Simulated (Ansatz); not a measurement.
# BFH2: the cost of one run

All numbers below are computed with Ansatz 0.2.0 (RKS B3LYP-D4/6-31G*).

## (1) The starting structure

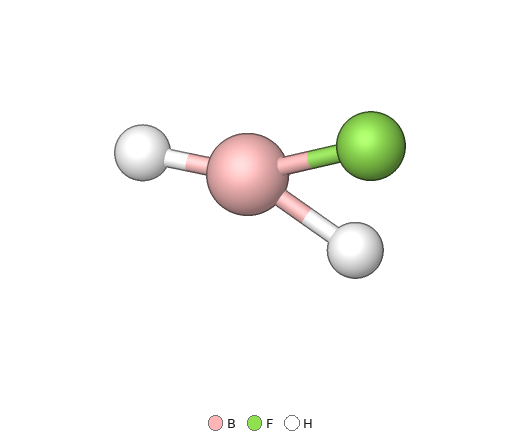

Start, viewed from a chosen angle; boron pink, fluorine green, hydrogen white.

Coordinates:

```xyz
4

B     0.0000    0.0000    0.0000
F     0.8785    0.0000    1.2404
H     1.3883    0.0000    0.0683
H    -1.0305    0.0000   -0.5950
```

## (2) Pulling towards end A

Springs on the bonds that form and break draw the guess towards this end; the thresholds are loose.

The input, input.yaml:

```yaml
crystal:
  periodic: [false, false, false]
  atoms:
    - { symbol: B, position_ang: [0.0, 0.0, 0.0] }
    - { symbol: F, position_ang: [0.8785, 0.0, 1.2404] }
    - { symbol: H, position_ang: [1.3883, 0.0, 0.0683] }
    - { symbol: H, position_ang: [-1.0305, 0.0, -0.595] }
basis:
  gaussian: { orbitals: "6-31G*" }
hamiltonian:
  xc: b3lyp
  dispersion: d4
relax:
  f_tol: 0.15
  max_steps: 25
  restrain:
    - { distance: [1, 2], at: 2.12, k: 30.0 }
    - { distance: [0, 1], at: 1.32, k: 30.0 }
    - { distance: [0, 2], at: 1.19, k: 30.0 }
output:
  orbitals: {}
```

Command:

```
$ ansatz run input.yaml --threads 1 --pin off --max-ram 2048MiB --backend cpu --events-out ev --progress --plain --runs-dir out
```

Q: Estimate wall time and peak memory on 1 thread of AMD EPYC 9R45 (Zen 5), shared host.

About 1.2 s, with a peak of 0.12 GiB.
